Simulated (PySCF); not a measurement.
# C$_{2}$H$_{4}$BCl: one change and its effect

System: C$_{2}$H$_{4}$BCl, SMILES BC(=C)Cl.
Method of run A: TDDFT HF/def2-SVPD, vertical, gas phase, core orbitals frozen in the response (PySCF 2.14.0).

The geometry comes from this level: PBE0-D3(BJ)/def2-SVP. Text and figures count atoms from 1; the logs count them from 0 in places.

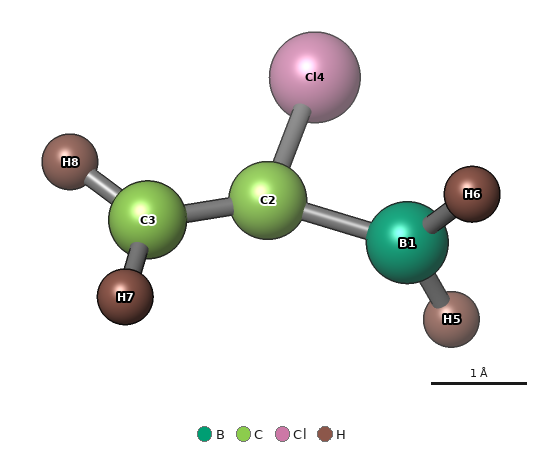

Fig. 1: The structure (ball-and-stick view, seen at a tilt; atoms are numbered from 1 in the order of the input). Bond lengths as drawn: B–C 1.54 Å, B–H 1.21 Å, C–C 1.32 Å, C–Cl 1.79 Å and C–H 1.09 Å.

### Input, run A
```
{"job": {"kind": "uv", "xc": "HF", "basis": "def2-SVPD", "ip": true}, "charge": 0, "multiplicity": 1}
B      2.038846     2.234492     0.995968
C      0.519875     2.246361     0.721809
C     -0.548994     1.546091     0.373890
Cl     0.445562     3.991667     1.093876
H      2.804842     2.484700     0.097799
H      2.438268     2.033875     2.116644
H     -0.435123     0.480299     0.159700
H     -1.542641     1.991652     0.291352
```

The first line tells a small driver script what to run in PySCF; the rest is the geometry in Å.

Command:
```bash
OMP_NUM_THREADS=1 python <driver script> task.json out
```

Hardware: 1 CPU thread, shared host.

### Output (run A)
```
final grid: 66864 points
cycle   1  E = -561.9191929453  dE =  5.187e-01  |g| = 3.927e-01  |ddm| = 3.407e+00
cycle   2  E = -561.9700585723  dE = -5.087e-02  |g| = 1.928e-01  |ddm| = 1.317e+00
cycle   3  E = -561.9802739347  dE = -1.022e-02  |g| = 5.917e-02  |ddm| = 6.114e-01
cycle   4  E = -561.9817235738  dE = -1.450e-03  |g| = 1.279e-02  |ddm| = 1.681e-01
cycle   5  E = -561.9817895048  dE = -6.593e-05  |g| = 3.952e-03  |ddm| = 4.416e-02
cycle   6  E = -561.9818027586  dE = -1.325e-05  |g| = 1.816e-03  |ddm| = 1.739e-02
cycle   7  E = -561.9818053343  dE = -2.576e-06  |g| = 4.467e-04  |ddm| = 1.015e-02
cycle   8  E = -561.9818055040  dE = -1.697e-07  |g| = 8.131e-05  |ddm| = 2.747e-03
cycle   9  E = -561.9818055081  dE = -4.107e-09  |g| = 1.801e-05  |ddm| = 4.458e-04
cycle  10  E = -561.9818055083  dE = -2.259e-10  |g| = 5.026e-06  |ddm| = 9.530e-05
converged SCF energy = -561.9818055083

Static polarisability (au): isotropic 52.944, principal 39.381 53.102 66.348

Singlet excitations
state   eV       nm        f      main configurations
  1   6.3182    196.2   0.00142   H->L 0.54, H->L+1 0.21, H->L+8 0.09
  2   7.1789    172.7   0.00070   H-2->L 0.19, H->L+8 0.16, H->L+4 0.13
  3   7.2509    171.0   0.49467   H->L+3 0.76, H->L+6 0.12
  4   7.7747    159.5   0.07702   H-1->L 0.35, H-1->L+1 0.22, H-3->L 0.08
  5   7.7787    159.4   0.01049   H->L 0.26, H-2->L 0.18, H-2->L+1 0.10
  6   8.0544    153.9   0.00223   H->L+1 0.41, H->L+2 0.35
  7   8.5408    145.2   0.00138   H-1->L+3 0.58, H-3->L+3 0.14, H-1->L+6 0.13
  8   8.6588    143.2   0.02173   H-3->L 0.27, H-3->L+1 0.19, H-1->L+1 0.09
  9   9.1935    134.9   0.03032   H->L+2 0.43, H->L+7 0.20, H->L+4 0.12
 10   9.5149    130.3   0.06862   H-1->L+4 0.20, H-1->L+8 0.14, H-1->L 0.11

Triplet excitations (Tamm-Dancoff, eV): 3.6182 5.8580 6.3686 6.5815
Vertical ionisation energy (delta-SCF) = 8.9486 eV
```

The input of run B differs as follows (lines with − go, lines with + come):
```diff
-"xc": "HF"
+"xc": "B3LYP"
```

Predict how the results change.

The total energies belong to different methods, so their difference says nothing on which is more stable or more accurate. The HOMO goes from −10.31 to −7.53 eV. The LUMO goes from 1.79 to −1.68 eV. The dipole moment goes from 1.60 to 1.27 D. The lowest excitation goes from 6.32 to 4.68 eV. The strongest computed line goes from 7.25 to 6.81 eV. The method changes from HF to B3LYP. The SCF takes 14 iterations against 10.

### Output (run B)
```
coarse grid: 7368 points
cycle   1  E = -563.3422506786  dE =  2.182e-01  |g| = 2.372e-01  |ddm| = 3.993e+00
cycle   2  E = -563.3371575076  dE =  5.093e-03  |g| = 2.800e-01  |ddm| = 8.009e-01
cycle   3  E = -563.3564160377  dE = -1.926e-02  |g| = 7.616e-02  |ddm| = 3.721e-01
cycle   4  E = -563.3580373318  dE = -1.621e-03  |g| = 2.043e-02  |ddm| = 1.283e-01
cycle   5  E = -563.3581346820  dE = -9.735e-05  |g| = 8.283e-03  |ddm| = 4.835e-02
cycle   6  E = -563.3581543406  dE = -1.966e-05  |g| = 1.369e-03  |ddm| = 1.466e-02
cycle   7  E = -563.3581548590  dE = -5.184e-07  |g| = 3.979e-04  |ddm| = 3.134e-03
final grid: 66864 points
cycle   8  E = -563.4259864213  dE = -1.598e-05  |g| = 3.107e-03  |ddm| = 4.669e-02
cycle   9  E = -563.4259838798  dE =  2.542e-06  |g| = 4.318e-03  |ddm| = 1.054e-02
cycle  10  E = -563.4259890415  dE = -5.162e-06  |g| = 4.320e-04  |ddm| = 7.021e-03
cycle  11  E = -563.4259890928  dE = -5.134e-08  |g| = 1.500e-04  |ddm| = 7.892e-04
cycle  12  E = -563.4259890975  dE = -4.660e-09  |g| = 7.186e-05  |ddm| = 2.596e-04
cycle  13  E = -563.4259890989  dE = -1.448e-09  |g| = 1.563e-05  |ddm| = 1.187e-04
cycle  14  E = -563.4259890990  dE = -6.344e-11  |g| = 2.954e-06  |ddm| = 3.607e-05
converged SCF energy = -563.4259890990

Static polarisability (au): isotropic 56.249, principal 41.250 59.213 68.283

Singlet excitations
state   eV       nm        f      main configurations
  1   4.6848    264.7   0.00087   H->L 0.99
  2   6.1796    200.6   0.00203   H-2->L 0.98
  3   6.3569    195.0   0.00007   H->L+2 0.92
  4   6.4243    193.0   0.09796   H-1->L 0.72, H->L+1 0.14
  5   6.8072    182.1   0.23439   H->L+1 0.71, H-1->L 0.18
  6   6.9705    177.9   0.04734   H-3->L 0.87
  7   7.0713    175.3   0.00138   H->L+3 0.92
  8   7.1649    173.0   0.00043   H-1->L+1 0.98
  9   7.7307    160.4   0.16440   H-2->L+1 0.90
 10   7.9294    156.4   0.00694   H-3->L+1 0.92

Triplet excitations (Tamm-Dancoff, eV): 4.2614 4.5277 5.5432 5.5974
Vertical ionisation energy (delta-SCF) = 9.9126 eV
Vertical electron affinity (delta-SCF) = -0.2981 eV
```

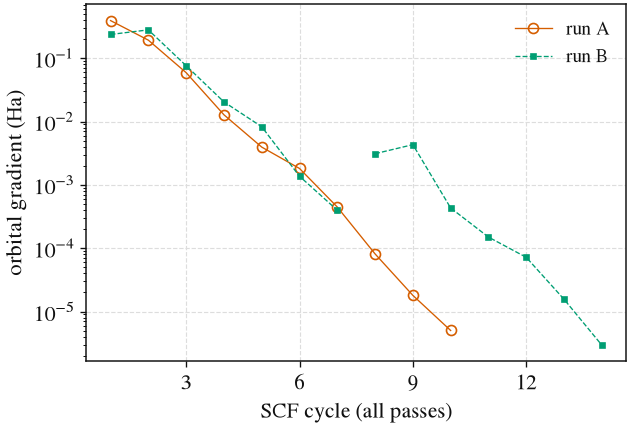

Fig. 2: Convergence of the two runs: orbital gradient against the SCF cycle. A break in a curve parts two SCF passes (coarse and final grid). Run A takes 10 cycles in all, and run B takes 14.

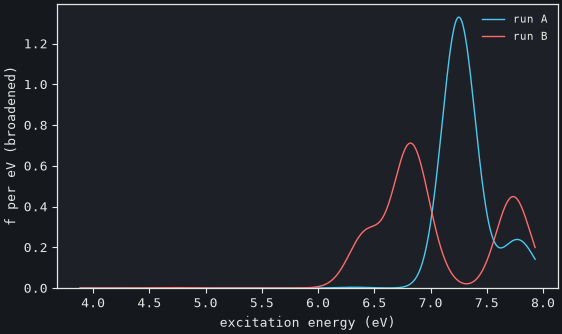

Fig. 3: Absorption of the two runs from their computed states, each broadened by a Gaussian of 0.35 eV full width; the range ends where the shorter list of states ends.

### The two runs side by side

```tsv
quantity	run A	run B
outcome	converged	converged
total energy (hartree)	−561.981806	−563.425989
HOMO (eV)	−10.31	−7.53
LUMO (eV)	1.79	−1.68
dipole moment (D)	1.60	1.27
lowest excitation (eV)	6.32	4.68
SCF iterations	10	14
strongest computed line (eV)	7.25	6.81
basis functions	119	119
wall time (shared host)	3.5 s	21 s
```
